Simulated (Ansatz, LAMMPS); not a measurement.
# Relaxing Na+ triflate in dimethyl sulfoxide and tetrahydrofuran, from a frame at 300 K (123 atoms), part 2 of 3

Wanted: the relaxed structure of Na+ triflate in dimethyl sulfoxide and tetrahydrofuran, from a frame at 300 K (123 atoms) and its electronic structure.

Ansatz 0.2.0; Kohn-Sham DFT, PBE+D4, PAW (set soft_2), plane waves.

The cell: 30 C, 15 O, 64 H, 6 S, 6 F and 2 Na. The network of contacts between molecules at the start is that of the classical potential that made the cell. The density was typed from a rule of thumb and may lie off the real one at this temperature. Only the Γ point is sampled, in a cell whose shortest periodic width is 11 Å.

So far. Step 3 (Single point at the start): The r.m.s. force component of 0.92 eV/Å and the pressure of 1.7 GPa set the starting point.

**4. Relaxation**

The atoms are relaxed in the fixed cell, aiming at the force tolerance of the input.

The input, input.yaml:

```yaml
crystal:
  lattice:
    - [11.27623, 0.0, 0.0]
    - [0.0, 11.27623, 0.0]
    - [0.0, 0.0, 11.27623]
  atoms:
    [... the 123 atom lines of step 3 ...]
kpoints:
  mp_grid: { grid: [1, 1, 1] }
hamiltonian:
  xc: pbe
  dispersion: d4
scf:
  occupations: { method: fixed }
output:
  forces: true
relax:
  f_tol: 0.05
  max_steps: 200
```

Started as:

```console
ansatz run input.yaml --threads 4 --pin off --max-ram 8192MiB --backend cpu --events-out ev --progress --plain --runs-dir out
```

Numbers of over 12 decimals in the logs are rounded to 6 here.

What it wrote:

```text
[...]
Crystal: 123 atoms, lattice volume = 1433.811 Å³
Basis set: ecut = 420 eV, 28113 PW (Γ), exchange–correlation on 160×160×160 points (8 copies of the dense FFT grid, shifted against one another)
Bands: 308, of which v1, the nominal top of the filled ones, is band 185 counted from 1 (184 counted from 0)
Symmetry: 1 space group operations
[...]
k-points: 1
[...]
SCF iter   1: F=—  HF=-30292.790958 eV  |F-HF|=—  |Δ(HF+E_count)|=         —  Δρ=6.64e-3  dr2=1.04e0  ethr=1.77e-3  ⟨swp⟩=5.0  Hψ=1040  notcnv=0  defer=121
[...]
SCF iter   3: F=—  HF=-30292.472940 eV  |F-HF|=—  |Δ(HF+E_count)|=   3.80e-2  Δρ=1.63e-3  dr2=7.70e-2  ethr=6.16e-5  ⟨swp⟩=3.0  Hψ=365  notcnv=0  defer=52
automatic band count: iteration 3 solves 239 bands in place of 308: the levels show a gap, and the empty bands left out lie too high to hold charge; the band table lists the bands solved (type scf.n_extra_bands for more)
SCF iter   4: F=—  HF=-30292.455104 eV  |F-HF|=—  |Δ(HF+E_count)|=   1.78e-2  Δρ=8.64e-4  dr2=1.32e-2  ethr=2.08e-5  ⟨swp⟩=3.0  Hψ=365  notcnv=0  defer=52
[...]
SCF iter   7: F=-30292.450761 eV  HF=-30292.450776 eV  |F-HF|=1.50e-5  |Δ(HF+E_count)|=   1.75e-5  Δρ=5.02e-5  dr2=3.70e-5  ethr=1.69e-8  ⟨swp⟩=3.0  Hψ=800  notcnv=0
SCF 1 converged in 7 iterations: F = -30292.450761 eV  dr2 = 3.70e-5
[...]
relax step   1: F+E_penalty+E_count = -30292.45076120 eV  Δ(F+E_penalty+E_count) = +0.000e0 eV  max|allowed force component| = 3.512e0 eV/Å  Δτ_max = 0.0000 Å  (7 SCF iters, dr2 threshold 6.25e-5 eV, accepted)
[... from here on, the SCF cycles and remarks between the steps are left out ...]
relax step   2: F+E_penalty+E_count = -30296.50509665 eV  Δ(F+E_penalty+E_count) = -4.054e0 eV  max|allowed force component| = 1.296e0 eV/Å  Δτ_max = 0.1921 Å  (7 SCF iters, dr2 threshold 1.00e-4 eV, accepted)
relax step   3: F+E_penalty+E_count = -30297.43291150 eV  Δ(F+E_penalty+E_count) = -9.278e-1 eV  max|allowed force component| = 8.957e-1 eV/Å  Δτ_max = 0.1927 Å  (7 SCF iters, dr2 threshold 1.00e-4 eV, accepted)
relax step   4: F+E_penalty+E_count = -30297.67764161 eV  Δ(F+E_penalty+E_count) = -2.447e-1 eV  max|allowed force component| = 3.884e-1 eV/Å  Δτ_max = 0.1938 Å  (7 SCF iters, dr2 threshold 1.00e-4 eV, accepted)
relax step   5: F+E_penalty+E_count = -30297.86000529 eV  Δ(F+E_penalty+E_count) = -1.824e-1 eV  max|allowed force component| = 3.949e-1 eV/Å  Δτ_max = 0.1947 Å  (7 SCF iters, dr2 threshold 2.84e-5 eV, accepted)
relax step   6: F+E_penalty+E_count = -30297.99007837 eV  Δ(F+E_penalty+E_count) = -1.301e-1 eV  max|allowed force component| = 2.938e-1 eV/Å  Δτ_max = 0.1950 Å  (7 SCF iters, dr2 threshold 2.93e-5 eV, accepted)
relax step   7: F+E_penalty+E_count = -30298.09804942 eV  Δ(F+E_penalty+E_count) = -1.080e-1 eV  max|allowed force component| = 2.850e-1 eV/Å  Δτ_max = 0.1915 Å  (7 SCF iters, dr2 threshold 4.78e-5 eV, accepted)
relax step   8: F+E_penalty+E_count = -30298.18045378 eV  Δ(F+E_penalty+E_count) = -8.240e-2 eV  max|allowed force component| = 3.450e-1 eV/Å  Δτ_max = 0.1958 Å  (7 SCF iters, dr2 threshold 4.50e-5 eV, accepted)
relax step   9: F+E_penalty+E_count = -30298.23575708 eV  Δ(F+E_penalty+E_count) = -5.530e-2 eV  max|allowed force component| = 3.861e-1 eV/Å  Δτ_max = 0.1951 Å  (6 SCF iters, dr2 threshold 1.00e-4 eV, accepted)
relax step  10: F+E_penalty+E_count = -30298.27857333 eV  Δ(F+E_penalty+E_count) = -4.282e-2 eV  max|allowed force component| = 4.462e-1 eV/Å  Δτ_max = 0.1632 Å  (6 SCF iters, dr2 threshold 1.00e-4 eV, accepted)
relax step  11: F+E_penalty+E_count = -30298.32278427 eV  Δ(F+E_penalty+E_count) = -4.421e-2 eV  max|allowed force component| = 3.258e-1 eV/Å  Δτ_max = 0.1664 Å  (6 SCF iters, dr2 threshold 1.00e-4 eV, accepted)
relax step  12: F+E_penalty+E_count = -30298.35805764 eV  Δ(F+E_penalty+E_count) = -3.527e-2 eV  max|allowed force component| = 3.159e-1 eV/Å  Δτ_max = 0.1814 Å  (7 SCF iters, dr2 threshold 5.66e-5 eV, accepted)
relax step  13: F+E_penalty+E_count = -30298.38645935 eV  Δ(F+E_penalty+E_count) = -2.840e-2 eV  max|allowed force component| = 2.937e-1 eV/Å  Δτ_max = 0.1846 Å  (7 SCF iters, dr2 threshold 5.32e-5 eV, accepted)
relax step  14: F+E_penalty+E_count = -30298.41650933 eV  Δ(F+E_penalty+E_count) = -3.005e-2 eV  max|allowed force component| = 3.616e-1 eV/Å  Δτ_max = 0.1948 Å  (6 SCF iters, dr2 threshold 7.46e-5 eV, accepted)
relax step  15: F+E_penalty+E_count = -30298.44251977 eV  Δ(F+E_penalty+E_count) = -2.601e-2 eV  max|allowed force component| = 3.572e-1 eV/Å  Δτ_max = 0.1952 Å  (7 SCF iters, dr2 threshold 1.00e-4 eV, accepted)
relax step  16: F+E_penalty+E_count = -30298.46517205 eV  Δ(F+E_penalty+E_count) = -2.265e-2 eV  max|allowed force component| = 4.385e-1 eV/Å  Δτ_max = 0.1950 Å  (6 SCF iters, dr2 threshold 1.00e-4 eV, accepted)
relax step  17: F+E_penalty+E_count = -30298.48492518 eV  Δ(F+E_penalty+E_count) = -1.975e-2 eV  max|allowed force component| = 4.065e-1 eV/Å  Δτ_max = 0.1976 Å  (6 SCF iters, dr2 threshold 1.00e-4 eV, accepted)
[...]
relax step  29: F+E_penalty+E_count = -30298.68262394 eV  Δ(F+E_penalty+E_count) = -1.039e-2 eV  max|allowed force component| = 6.844e-2 eV/Å  Δτ_max = 0.0727 Å  (7 SCF iters, dr2 threshold 3.32e-6 eV, accepted)
[...]
relax step  31: F+E_penalty+E_count = -30298.69591199 eV  Δ(F+E_penalty+E_count) = -4.585e-7 eV  max|allowed force component| = 4.612e-2 eV/Å  Δτ_max = 0.0000 Å  (4 SCF iters, accepted)
relax step  32: F+E_penalty+E_count = -30298.70962657 eV  Δ(F+E_penalty+E_count) = -1.371e-2 eV  max|allowed force component| = 1.131e-1 eV/Å  Δτ_max = 0.1623 Å  (10 SCF iters, accepted)
[...]
relax step  38: F+E_penalty+E_count = -30298.75006830 eV  Δ(F+E_penalty+E_count) = -3.063e-3 eV  max|allowed force component| = 5.363e-2 eV/Å  Δτ_max = 0.0809 Å  (9 SCF iters, accepted)
relax step  39: F+E_penalty+E_count = -30298.75258533 eV  Δ(F+E_penalty+E_count) = -2.517e-3 eV  max|allowed force component| = 5.166e-2 eV/Å  Δτ_max = 0.0499 Å  (9 SCF iters, accepted)
relax step  40: F+E_penalty+E_count = -30298.75486512 eV  Δ(F+E_penalty+E_count) = -2.280e-3 eV  max|allowed force component| = 5.385e-2 eV/Å  Δτ_max = 0.0599 Å  (9 SCF iters, accepted)
[...]
relax step  42: F+E_penalty+E_count = -30298.75500076 eV  Δ(F+E_penalty+E_count) = +2.603e-3 eV  max|allowed force component| = 1.522e-1 eV/Å  Δτ_max = 0.1808 Å  (7 SCF iters, dr2 threshold 5.37e-6 eV, rejected (line search))
relax step  43: F+E_penalty+E_count = -30298.76164223 eV  Δ(F+E_penalty+E_count) = -4.039e-3 eV  max|allowed force component| = 7.156e-2 eV/Å  Δτ_max = 0.0895 Å  (9 SCF iters, accepted)
[...]
relax step  49: F+E_penalty+E_count = -30298.78019925 eV  Δ(F+E_penalty+E_count) = -2.841e-3 eV  max|allowed force component| = 1.983e-1 eV/Å  Δτ_max = 0.1014 Å  (6 SCF iters, dr2 threshold 3.84e-5 eV, accepted)
relax step  50: F+E_penalty+E_count = -30298.78298072 eV  Δ(F+E_penalty+E_count) = -2.781e-3 eV  max|allowed force component| = 2.168e-1 eV/Å  Δτ_max = 0.1804 Å  (6 SCF iters, dr2 threshold 3.93e-5 eV, accepted)
relax step  51: F+E_penalty+E_count = -30298.78535246 eV  Δ(F+E_penalty+E_count) = -2.372e-3 eV  max|allowed force component| = 2.136e-1 eV/Å  Δτ_max = 0.1103 Å  (6 SCF iters, dr2 threshold 4.70e-5 eV, accepted)
relax step  52: F+E_penalty+E_count = -30298.78897383 eV  Δ(F+E_penalty+E_count) = -3.621e-3 eV  max|allowed force component| = 1.585e-1 eV/Å  Δτ_max = 0.0488 Å  (5 SCF iters, dr2 threshold 4.43e-5 eV, accepted)
relax step  53: F+E_penalty+E_count = -30298.79260892 eV  Δ(F+E_penalty+E_count) = -3.635e-3 eV  max|allowed force component| = 5.276e-2 eV/Å  Δτ_max = 0.0410 Å  (6 SCF iters, dr2 threshold 1.38e-5 eV, accepted)
relax step  54: F+E_penalty+E_count = -30298.79574964 eV  Δ(F+E_penalty+E_count) = -3.141e-3 eV  max|allowed force component| = 5.503e-2 eV/Å  Δτ_max = 0.1207 Å  (10 SCF iters, accepted)
relax step  55: F+E_penalty+E_count = -30298.79719904 eV  Δ(F+E_penalty+E_count) = -1.449e-3 eV  max|allowed force component| = 6.511e-2 eV/Å  Δτ_max = 0.1085 Å  (10 SCF iters, accepted)
relax step  56: F+E_penalty+E_count = -30298.79811357 eV  Δ(F+E_penalty+E_count) = -9.145e-4 eV  max|allowed force component| = 5.504e-2 eV/Å  Δτ_max = 0.0253 Å  (6 SCF iters, dr2 threshold 4.24e-6 eV, accepted)
relax step  57: F+E_penalty+E_count = -30298.79991433 eV  Δ(F+E_penalty+E_count) = -1.801e-3 eV  max|allowed force component| = 3.941e-2 eV/Å  Δτ_max = 0.1009 Å  (9 SCF iters, accepted)
relax step  58: F+E_penalty+E_count = -30298.80078789 eV  Δ(F+E_penalty+E_count) = -8.736e-4 eV  max|allowed force component| = 3.590e-2 eV/Å  Δτ_max = 0.0858 Å  (9 SCF iters, accepted)
relax step  59: F+E_penalty+E_count = -30298.80095375 eV  Δ(F+E_penalty+E_count) = -1.659e-4 eV  max|allowed force component| = 6.780e-2 eV/Å  Δτ_max = 0.1109 Å  (9 SCF iters, accepted)
relax step  60: F+E_penalty+E_count = -30298.80125854 eV  Δ(F+E_penalty+E_count) = -3.048e-4 eV  max|allowed force component| = 6.465e-2 eV/Å  Δτ_max = 0.0332 Å  (6 SCF iters, dr2 threshold 3.82e-6 eV, accepted)
relax step  61: F+E_penalty+E_count = -30298.80194246 eV  Δ(F+E_penalty+E_count) = -6.839e-4 eV  max|allowed force component| = 3.559e-2 eV/Å  Δτ_max = 0.0311 Å  (6 SCF iters, dr2 threshold 3.80e-6 eV, accepted)
relax step  62: F+E_penalty+E_count = -30298.80194283 eV  Δ(F+E_penalty+E_count) = -3.691e-7 eV  max|allowed force component| = 3.575e-2 eV/Å  Δτ_max = 0.0000 Å  (3 SCF iters, accepted)
SCF converged after 3 iterations
Free energy (F): -30298.801943 eV
[...]
Internal energy: -30298.801943 eV  (E = F + TS)
E sigma→0 (E₀):  -30298.801943 eV
Fermi energy:    -0.415254 eV
[...]
--- Forces (eV/Å), atoms counted from 1 ---
  atom   1  C      0.00070114     0.00043668     0.00128950
  atom   2  C      0.00008835    -0.00077463    -0.00103682
  atom   3  C      0.00025956     0.00026133    -0.00031078
  atom   4  O     -0.00007742    -0.00005040    -0.00006878
  atom   5  C     -0.00059552    -0.00065031    -0.00039191
  atom   6  H      0.00046441     0.00074253    -0.00088753
  atom   7  H     -0.00054445    -0.00076491    -0.00029863
  atom   8  H     -0.00098317     0.00032176     0.00113245
  atom   9  H      0.00021733     0.00023299     0.00036161
  atom  10  H      0.00016922    -0.00088976    -0.00013296
  atom  11  H     -0.00041898     0.00003495    -0.00050737
  atom  12  H     -0.00031328     0.00061915     0.00016050
  atom  13  H      0.00012006     0.00057831     0.00111504
  atom  14  C      0.00002493     0.00201276     0.00053332
[...]
atom 122  Na    -0.02112138     0.00724511     0.01068544
  atom 123  Na     0.00196086     0.00279603     0.00147550
  max |Σ_I F_I| component: 4.94e-5 eV/Å
--- Relaxed structure (62 steps of the walk, 59 accepted, 0 SCFs on fresh bases) ---
  F+E_penalty+E_count = -30298.80194283 eV   max|allowed force component| = 3.575e-2 eV/Å
  atoms:
    - { symbol: C, position: [0.981566, 0.068005, 0.844479] }
    - { symbol: C, position: [0.924869, 0.189395, 0.814278] }
    - { symbol: C, position: [1.030091, 0.266081, 0.772945] }
    - { symbol: O, position: [0.126462, 0.185932, 0.748846] }
[...]
- { symbol: Na, position: [0.208868, 0.966094, 0.148781] }
```

Elapsed: 11 min, on 4 threads of Arm Neoverse V1, shared host; peak memory 1.5 GiB; 41 min of CPU time.

The program notes that the dispersion model switches parameters near this geometry. Further notices: relaxed geometry near dispersion switch.

Step by step (22 of 62):

| step | energy less that of the first step (eV) | largest force component (eV/Å) |
| --- | --- | --- |
| 1 | 0.0000 | 3.5120 |
| 4 | -5.2269 | 0.3884 |
| 7 | -5.6473 | 0.2850 |
| 10 | -5.8278 | 0.4462 |
| 13 | -5.9357 | 0.2937 |
| 16 | -6.0144 | 0.4385 |
| 18 | -6.0527 | 0.4537 |
| 21 | -6.1055 | 0.4660 |
| 24 | -6.1264 | 0.1801 |
| 27 | -6.2140 | 0.0829 |
| 30 | -6.2452 | 0.0466 |
| 33 | -6.2632 | 0.2285 |
| 36 | -6.2910 | 0.0932 |
| 39 | -6.3018 | 0.0517 |
| 42 | -6.3042 | 0.1522 |
| 45 | -6.3176 | 0.1265 |
| 47 | -6.3238 | 0.1681 |
| 50 | -6.3322 | 0.2168 |
| 53 | -6.3418 | 0.0528 |
| 56 | -6.3474 | 0.0550 |
| 59 | -6.3502 | 0.0678 |
| 62 | -6.3512 | 0.0358 |

Relaxation steps 24, 26, 42 were tried and not accepted.

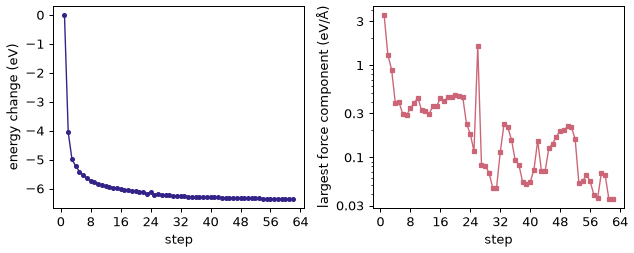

Energy and largest force along the relaxation.

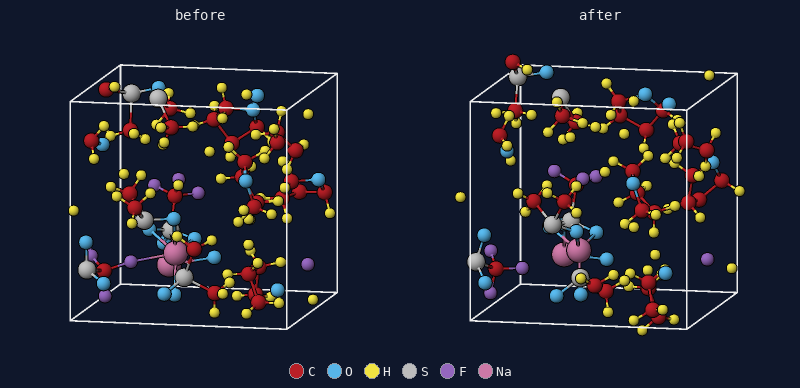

The structure before and after the relaxation, drawn at the same scale. Bonds to atoms that aren't drawn are left out.

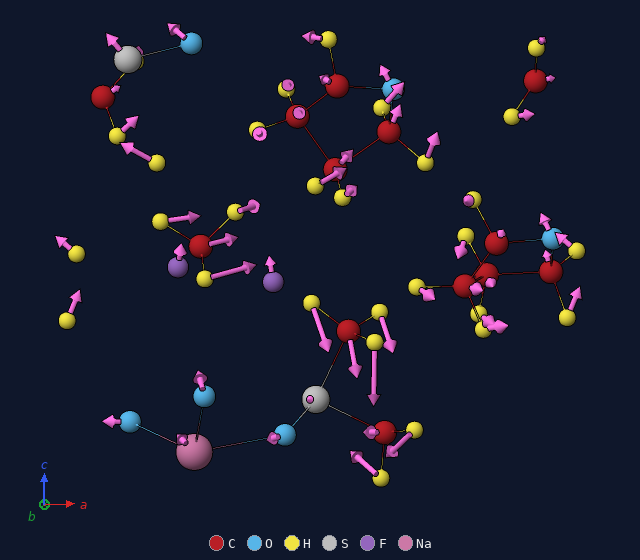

Displacements in the relaxation, scaled; the longest in the cell stands for 2.60 Å. Drawn is a slice 4 Å thick, seen along the normal of the ac plane. Bonds to atoms that aren't drawn are left out.

The atoms that moved most (Å):

```
atom      dx      dy      dz  length
H105  -0.061  -0.207  -2.587   2.596
H104   0.579  -1.657  -1.865   2.561
 H94   2.132   0.847   0.488   2.345
 H46  -1.125  -0.018  -1.865   2.178
H103   0.431  -1.458  -1.516   2.147
H102  -1.122   1.488   0.964   2.098
 H80   0.131  -0.318   2.051   2.080
H100  -1.056   1.233  -1.191   2.013
```

The relaxation changed the energy by -51.6 meV/atom, and atoms moved by 1.1 Å r.m.s., 2.6 Å at most.

**5. Structure statistics after relaxation**

Bonds before and after, by the cutoffs listed below:

```csv
pair,bonds before,bonds after,mean before (Å),mean after (Å),spread before (Å),spread after (Å)
H-C,64,64,1.093,1.099,0.031,0.003
C-C,15,15,1.507,1.533,0.043,0.008
C-O,10,10,1.436,1.442,0.036,0.004
C-F,6,6,1.381,1.353,0.027,0.004
C-S,10,10,1.834,1.819,0.037,0.028
O-S,10,10,1.475,1.488,0.033,0.028
O-Na,8,8,2.411,2.324,0.156,0.085
```

Density 1.18 g/cm³, 11.66 Å³ an atom.

Pair distribution functions g(r), in bins of 0.2 Å:

| r (Å) | total | H-H | H-C | H-O | H-F | H-S | H-Na |
| --- | --- | --- | --- | --- | --- | --- | --- |
| 1.00 | 3.06 | 0.00 | 12.10 | 0.00 | 0.00 | 0.00 | 0.00 |
| 1.20 | 1.01 | 0.00 | 3.99 | 0.00 | 0.00 | 0.00 | 0.00 |
| 1.40 | 0.82 | 0.00 | 0.00 | 0.00 | 0.00 | 0.00 | 0.00 |
| 1.60 | 0.61 | 0.00 | 0.00 | 0.00 | 0.00 | 0.00 | 0.00 |
| 1.80 | 1.25 | 3.80 | 0.00 | 0.00 | 0.00 | 0.00 | 0.00 |
| 2.00 | 0.35 | 0.00 | 0.00 | 2.76 | 0.00 | 0.00 | 0.00 |
| 2.20 | 1.15 | 0.00 | 3.70 | 0.24 | 0.00 | 0.00 | 0.00 |
| 2.40 | 1.29 | 1.77 | 0.00 | 0.41 | 0.24 | 6.25 | 0.00 |
| 2.60 | 0.69 | 1.25 | 0.04 | 0.81 | 0.42 | 0.00 | 0.00 |
| 2.80 | 1.01 | 1.46 | 1.16 | 1.72 | 1.30 | 0.00 | 0.00 |
| 3.00 | 0.89 | 1.22 | 0.85 | 1.47 | 0.50 | 0.17 | 0.51 |
| 3.20 | 0.83 | 0.87 | 1.30 | 1.10 | 1.03 | 0.59 | 0.44 |
| 3.40 | 0.95 | 0.90 | 1.30 | 0.89 | 1.15 | 0.64 | 1.13 |
| 3.60 | 0.86 | 0.81 | 1.25 | 0.74 | 0.57 | 0.46 | 0.71 |
| 3.80 | 1.01 | 1.47 | 0.91 | 0.61 | 0.51 | 0.83 | 1.21 |
| 4.00 | 1.01 | 1.22 | 0.74 | 1.16 | 0.83 | 1.11 | 0.84 |
| 4.20 | 0.95 | 1.04 | 0.96 | 0.81 | 1.53 | 1.00 | 0.49 |
| 4.40 | 0.95 | 0.84 | 1.07 | 0.89 | 1.00 | 0.38 | 1.34 |
| 4.60 | 0.87 | 0.82 | 0.88 | 0.82 | 0.78 | 0.99 | 1.05 |
| 4.80 | 1.06 | 0.98 | 1.07 | 0.74 | 1.29 | 1.02 | 0.76 |
| 5.00 | 1.01 | 0.91 | 1.08 | 0.85 | 1.01 | 1.01 | 1.58 |
| 5.20 | 1.06 | 1.13 | 0.97 | 1.03 | 0.66 | 1.16 | 1.81 |
| 5.40 | 1.08 | 1.10 | 1.10 | 1.00 | 1.27 | 1.44 | 0.61 |

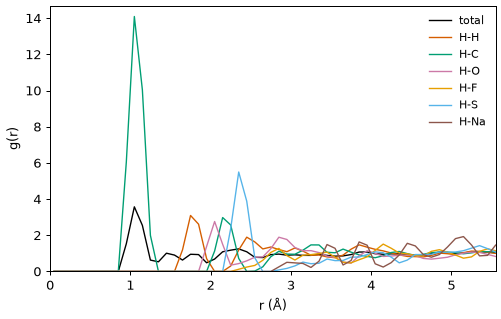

Pair distribution functions, lightly smoothed.

Bonds by pair of elements; cutoffs follow the first minimum of g(r), held within bounds set by covalent radii, and pairs that aren't listed don't count as bonded:

```csv
pair A-B,cutoff (Å),bonds,mean length (Å),spread (Å),shortest (Å),B about A,A about B
H-C,1.34,64,1.10,0.003,1.09,1,2.13
C-C,1.85,15,1.53,0.008,1.52,1,1
C-O,1.73,10,1.44,0.004,1.43,0.333,0.667
C-F,1.62,6,1.35,0.004,1.35,0.2,1
C-S,2.21,10,1.82,0.028,1.80,0.333,1.67
O-S,1.93,10,1.49,0.028,1.46,0.667,1.67
O-Na,2.88,8,2.32,0.085,2.25,0.533,4
```

How many atoms have how many bonded neighbours:

```
element  mean   1   2  3   4
      C     4   0   0  0  30
      F     1   6   0  0   0
      H     1  64   0  0   0
     Na     4   0   0  0   2
      O  1.87   2  13  0   0
      S  3.33   0   0  4   2
```

Bond angles, per cent of each kind in bins of 5°:

```csv
angle (°),C-C-H,H-C-H,H-C-S,H-C-O,C-S-O
100–105,0.0,0.0,0.0,0.0,42.9
105–110,6.7,52.3,100.0,95.0,57.1
110–115,93.3,47.7,0.0,5.0,0.0
```

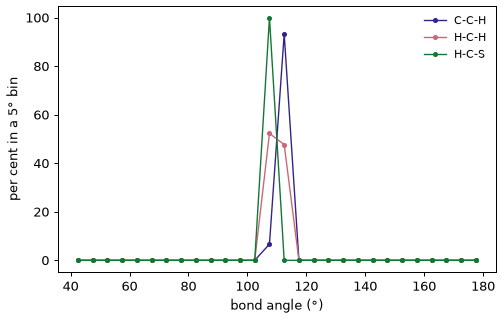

Distributions of the most common bond angles.

Bond angles (no mean is given where the spread exceeds 20°):

```
angle  count  mean (°)  spread (°)
C-C-H     60       112         1.3
H-C-H     44       110         1.3
H-C-S     24       108         0.9
H-C-O     20       109         0.8
C-S-O     14       105         1.6
```

Bond length by coordination (bonds to H left out):

| element | coordination | atoms | mean bond length (Å) |
| --- | --- | --- | --- |
| O | 1 | 2 | 1.46 |
| O | 2 | 13 | 1.73 |
| S | 3 | 4 | 1.71 |
| S | 4 | 2 | 1.57 |

Rings of the network by King's shortest-path rule, up to 12 atoms, one path for each pair of neighbours; H, halogens, alkali and alkaline-earth atoms are left out, and the last column divides by all other atoms, bonded or not:

| ring size (atoms) | rings | per network atom |
| --- | --- | --- |
| 5 | 5 | 0.098 |

By these cutoffs all C atoms have 4, all F atoms have 1, all H atoms have 1 and all Na atoms have 4 bonded neighbours. The C-C-H angle averages 112° with a spread of 1.3°. All rings counted have 5 atoms.

(Continued in part 3 of 3.)

[Logs are printed without paths, hosts, clocks, repeated set-up lines and the standing remarks that a program may print on its own settings, such as how far it seeks lower states.]

[Hosts, paths, dates, database ids (printed as entryN), source tags and the programs' standing remarks are cut or masked in the printed files.]
